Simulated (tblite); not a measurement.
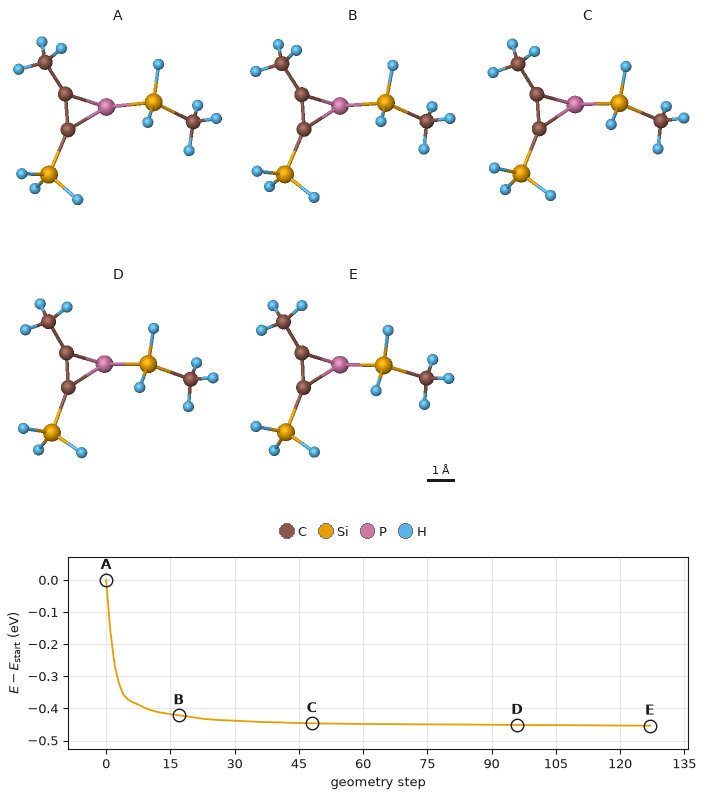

Frames of a relaxation of C₄H₁₁PSi₂, marked on the history of the run. A ball-and-stick model, seen face on.

Computed with GFN2-xTB geometry optimisation, gas phase in tblite. 

Describe the path.

Answer. An H atom moves most after the best rigid fit: 0.49 Å. By element the largest moves are H 0.49 Å, P 0.27 Å, Si 0.24 Å, C 0.14 Å. Among the contacts that change: P–Si 2.190 → 2.254 Å, C–C 1.356 → 1.305 Å, C–C 1.505 → 1.466 Å, C–H 1.128 → 1.090 Å. Among the angles between lasting bonds that change: Si–P–C 115.2° → 100.1°, Si–P–C 111.9° → 99.9°, H–C–H 114.8° → 107.6°. The energy falls by 0.454 eV in 127 geometry steps. The run took 1.1 s on 1 thread of Arm Neoverse V1, with other jobs on the host. From step 0 to 17: the P atom moves most (0.17 Å), energy −0.421 eV. From step 17 to 48: an H atom moves most (0.23 Å), energy −0.025 eV. From step 48 to 96: an H atom moves most (0.21 Å), energy −0.005 eV. From step 96 to 127: an H atom moves most (0.15 Å), energy −0.002 eV.

```
step  E − E(0), eV
   0        0.0000
   1       -0.1591
   2       -0.2660
   3       -0.3214
   4       -0.3566
   5       -0.3707
   6       -0.3794
   7       -0.3849
   8       -0.3914
   9       -0.3976
  10       -0.4032
  16       -0.4195
  22       -0.4311
  28       -0.4370
  35       -0.4414
  41       -0.4438
  47       -0.4460
  53       -0.4473
  59       -0.4482
  65       -0.4488
  72       -0.4494
  78       -0.4498
  84       -0.4501
  90       -0.4507
  96       -0.4515
 102       -0.4517
 109       -0.4522
 115       -0.4527
 121       -0.4534
 127       -0.4536
```
